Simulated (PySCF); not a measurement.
The calculation's input:

```
{"job": {"kind": "epr", "basis": "pcH-1"}, "charge": 0, "multiplicity": 2}
B      3.219974    -0.235660     0.865101
O      2.337737    -0.378574    -0.007978
B      1.389312    -0.644752    -0.922773
F      1.841117    -1.278406    -2.035756
C     -0.072155    -0.276509    -0.707995
C     -0.637677     0.338127     0.395692
C     -2.017581     0.554573     0.282915
C     -2.521172     0.113094    -0.903976
S     -1.309099    -0.579338    -1.904802
H      3.971425     0.599826     1.147487
H     -0.055420     0.618507     1.256830
H     -2.616842     1.017558     1.046939
H     -3.534007     0.152041    -1.251909
```

Launched as:

```sh
OMP_NUM_THREADS=1 python probes_run.py task.json out
```

Geometry: GFN2-xTB.

Theory: UKS B3LYP, pcH-1 on B C F H O S, non-relativistic, mean-field spin-orbit, GIAO (PySCF).

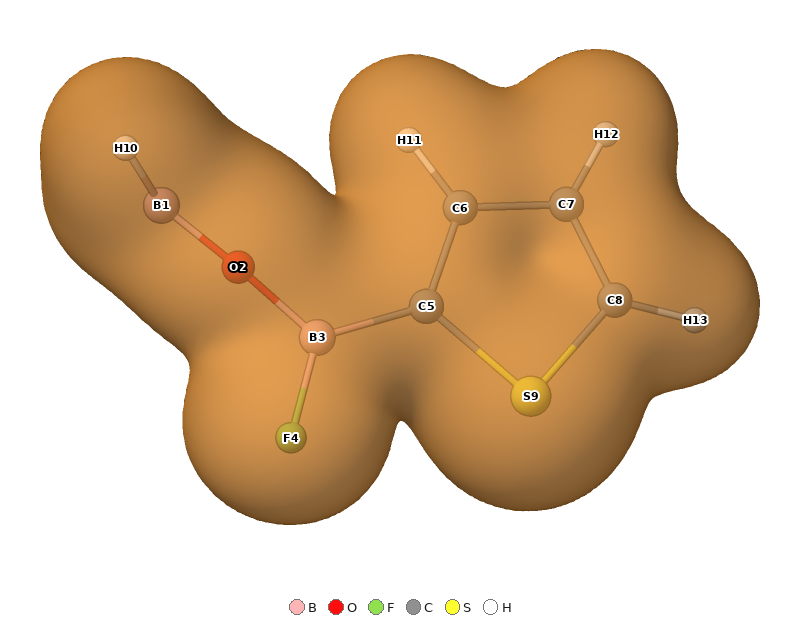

C₄H₄B₂FOS (SMILES [BH]OB(F)c1cccs1) (doublet). Isosurface of the total electron density at 0.05 e/Å³ (orange), seen at a tilt.

### What does this surface tell about the bonding?

At this value the surface is in one piece. It bridges the sampled B–O (1.25 Å), B–F (1.36 Å), C–C (1.36 Å) and C–B (1.52 Å) contacts, where the density stays above the isovalue. On the grid the lowest density along these lines, outside the cores, is 2.8 e/Å³ (B–O, 1.25 Å), 2.2 e/Å³ (B–F, 1.36 Å), 2.2 e/Å³ (C–C, 1.36 Å) and 1.2 e/Å³ (C–B, 1.52 Å).
